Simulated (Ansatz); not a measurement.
## Fields on a plane of BaTiO3 (tetragonal-perovskite type, space group P4mm)

```yaml
crystal:
  lattice:
    - [3.95540, 0.00000, 0.00000]
    - [0.00000, 3.95540, 0.00000]
    - [0.00000, 0.00000, 4.04437]
  atoms:
    - { symbol: Ti, position: [0.50000, 0.50000, 0.44692] }
    - { symbol: Ba, position: [0.00000, 0.00000, 0.93184] }
    - { symbol: O, position: [0.50000, 0.50000, 0.90189] }
    - { symbol: O, position: [0.50000, 0.00000, 0.41267] }
    - { symbol: O, position: [0.00000, 0.50000, 0.41267] }
```

The slice is a (0 -1 1) plane (indices of the conventional cell) through the point (0.500, 0.500, 0.902) (fractional), spanned by u = [100] and v = [011] in vectors of this cell: u (3.96 Å) and v (5.66 Å, at 90° to u). It covers one period; positions are fractions (u, v).

Atoms on it: O at (0.00, 0.00); O at (0.00, 0.51).

Level of theory: PBEsol (plane waves to 420 eV, PAW, scalar-relativistic; Ansatz, a program for electronic structure). k mesh 8×8×8. Inside the PAW spheres the values are not all-electron values, and peaks at nuclei hang on which shells count as valence. BaTiO3 is run without spin polarisation. BaTiO3 was relaxed with its symmetry unable to fall.

```
|::++%%**::..                      ..::**%%++|
|--====--..                          ..--====|
|::::....                              ....::|
|                                            |
|    ......                          ......  |
|..::::::....                      ....::::::|
|--------::....                  ....::------|
|--------::::..                  ..::::------|
|--------::....                  ....::------|
|::::::::::....                  ....::::::::|
|::::::......                      ......::::|
|::::::....                          ....::::|
|------::..                          ..::----|
|::==++--::                          ::--++==|
|  --##++::..                      ..::++##--|
|..++%%##--..                      ..--##%%++|
|++##%%**--..                      ..--**%%##|
|******==::                          ::==****|
|------::..                          ..::----|
|........                              ......|
|                                            |
|  ..........                      ..........|
|............                      ..........|
|..............                  ............|
|..............                  ............|
|............                      ..........|
|............                      ..........|
|----::::....                      ....::::--|
|++++==--::..                      ..::--==++|
|**####++--..                      ..--++####|
|--**@@##==..                      ..==##@@**|
|  ==@@%%==..                      ..==%%@@==|
```
Scale: ten equal steps from 0.001 (start of ' ') to 0.062 (end of '@'), in the order ' .:-=+*#%@'. Values: density of the lowest conduction band (whole band as if filled, smooth part) in e/Å³. The map has 22 points along u (two characters each, u = 0 at the left) and 32 along v (v = 0 in the bottom row). 

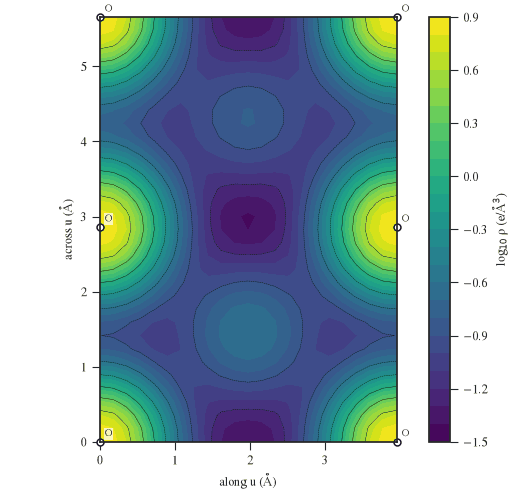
*Log₁₀ of the valence density in e/Å³, one period of the plane, atoms marked. The scale is logarithmic, as a density can span decades between atoms and voids.*
